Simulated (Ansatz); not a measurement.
# C2H8GaN (SMILES [CH3][Ga]([CH3])[NH2]) at PBE/cc-pVDZ

What is the vertical ionisation energy of C2H8GaN at PBE/cc-pVDZ? 

Program for the calculation: Ansatz 0.2.0.

41 further runs of the same task are left out: 41 set aside as unsound or not needed.

### Step 1. The molecule

The species is C2H8GaN (12 atoms), meant as a singlet with charge 0. SMILES: `[CH3][Ga]([CH3])[NH2]`. Geometry: relaxed at PBE0-D4/def2-TZVP.

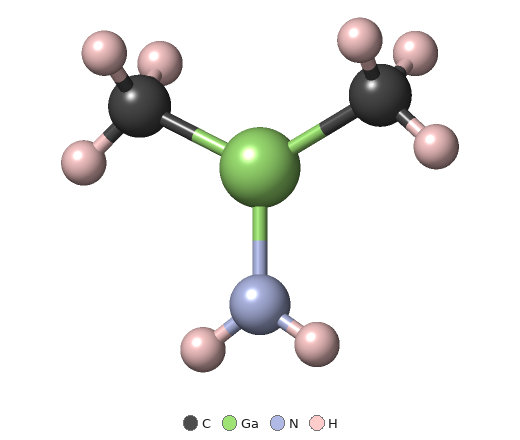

The structure, seen from a chosen angle (carbon dark grey, gallium green, nitrogen light blue, hydrogen pink).

### Step 2. The energy at PBE/cc-pVDZ

File input.yaml:

```yaml
crystal:
  periodic: [false, false, false]
  atoms:
    - {symbol: C, position_ang: [-0.496600, 1.795100, -0.383100]}
    - {symbol: Ga, position_ang: [-0.078800, -0.097900, -0.052000]}
    - {symbol: C, position_ang: [1.442300, -0.783000, 0.989400]}
    - {symbol: N, position_ang: [-1.206800, -1.333200, -0.779100]}
    - {symbol: H, position_ang: [-1.389900, 1.910300, -0.999000]}
    - {symbol: H, position_ang: [-0.659300, 2.323300, 0.559900]}
    - {symbol: H, position_ang: [0.336100, 2.290100, -0.889200]}
    - {symbol: H, position_ang: [1.414300, -0.397200, 2.011600]}
    - {symbol: H, position_ang: [1.443400, -1.873300, 1.034100]}
    - {symbol: H, position_ang: [2.387700, -0.456700, 0.548400]}
    - {symbol: H, position_ang: [-2.017200, -1.104900, -1.329400]}
    - {symbol: H, position_ang: [-1.098200, -2.328000, -0.677500]}
basis:
  gaussian: {orbitals: cc-pVDZ}
hamiltonian: {xc: pbe}
accuracy: high
output: {orbitals: {seedname: orbitals}}
```

Launch:

```bash
$ ansatz run input.yaml --threads 1 --pin off --max-ram 3480MiB --events-out events.jsonl --progress --plain --runs-dir runs
```

Standard output:

```text
Warning: RAYON_NUM_THREADS=1 ignored (pool sized by the plan → 1); use --threads N
Functional definition: PBE
  name "PBE"
  parameter kappa = 0.804
  parameter beta = 0.06672455060314922
  exchange = pbe_x(kappa = kappa, mu = beta*pi^2/3)
  correlation = pbe_c(beta = beta)
2608 factors; integrals over basis functions are off by at most 4.7e-9 eV
mean field evaluation 1: about -56037.6190 eV, gradient 9.7e1 eV
mean field evaluation 2: about -55986.0425 eV, gradient 1.5e2 eV
mean field evaluation 4: about -56058.9403 eV, gradient 1.1e1 eV
mean field evaluation 8: about -56059.2908 eV, gradient 1.9e-1 eV
mean field evaluation 16: about -56059.2909 eV, gradient 9.2e-6 eV
mean field -56059.29087202 eV, -2060.1409411945 hartree, gradient 3.5e-8 eV, S^2 0.000000; 0 other end points of the search recorded, 0 dependent functions left out
reference -56059.29087616 eV, -2060.1409413469 hartree; 29, 29 occupied and 80, 80 virtual orbitals, 2608 factors
Total energy: -56059.29087616 eV, -2060.1409413469 hartree
```

Run time: 13 s. Hardware: 1 thread of Arm Neoverse V1, shared host; peak memory 0.34 GiB.

### Step 3. The doublet cation, same level

Changes to input.yaml since step 2:

```diff
@@ -6,3 +6,3 @@
     - {symbol: C, position_ang: [1.442300, -0.783000, 0.989400]}
-    - {symbol: N, position_ang: [-1.206800, -1.333200, -0.779100]}
+    - {symbol: "N", position_ang: [-1.206800, -1.333200, -0.779100]}
     - {symbol: H, position_ang: [-1.389900, 1.910300, -0.999000]}
@@ -17,3 +17,5 @@
   gaussian: {orbitals: cc-pVDZ}
-hamiltonian: {xc: pbe}
+total_charge: 1
+magnetization: {spin_polarized: true, initial_magnetization: 1}
+hamiltonian: {xc: {name: PBE}}
 accuracy: high
```

Launch:

```bash
$ ansatz run input.yaml --threads 1 --pin off --max-ram 3480MiB --events-out events.jsonl --progress --plain --runs-dir runs
```

Standard output, cut to the lines that bear on the results:

```text
Warning: RAYON_NUM_THREADS=1 ignored (pool sized by the plan → 1); use --threads N
[... 6 set-up lines as earlier in the session ...]
2605 factors; integrals over basis functions are off by at most 4.7e-9 eV
mean field evaluation 1: about -56023.1972 eV, gradient 7.7e1 eV
mean field evaluation 2: about -55965.0550 eV, gradient 1.1e2 eV
mean field evaluation 4: about -56046.6784 eV, gradient 2.5e1 eV
mean field evaluation 8: about -56047.7984 eV, gradient 1.9e1 eV
mean field evaluation 16: about -56050.4946 eV, gradient 6.3e-1 eV
mean field evaluation 32: about -56050.2374 eV, gradient 3.5e0 eV
mean field -56050.52017330 eV, -2059.8186239616 hartree, gradient 1.4e-8 eV, S^2 0.754347; 2 other end points of the search recorded, 0 dependent functions left out
reference -56050.52017736 eV, -2059.8186241110 hartree; 29, 28 occupied and 80, 81 virtual orbitals, 2605 factors
Total energy: -56050.52017736 eV, -2059.8186241110 hartree
```

It took 38 s on 1 thread of Arm Neoverse V1, shared host; peak memory 0.43 GiB.

### Step 4. Results

Level: PBE/cc-pVDZ.

```
                                          quantity           value
                     singlet C2H8GaN: total energy  -2060.14094 Eh
                      singlet C2H8GaN: HOMO energy        -5.40 eV
                      singlet C2H8GaN: LUMO energy        -0.41 eV
                    singlet C2H8GaN: HOMO–LUMO gap         4.99 eV
                      doublet cation: total energy  -2059.81862 Eh
doublet cation: HOMO energy (highest over α and β)       -11.85 eV
 doublet cation: LUMO energy (lowest over α and β)       -11.82 eV
                              doublet cation: ⟨S²⟩           0.754
vertical ionisation energy (to the doublet cation)        8.771 eV
```

The vertical ionisation energy comes to 8.77 eV (846 kJ/mol). −ε(HOMO) before ionisation, 5.40 eV, is 3.37 eV below this ionisation energy.
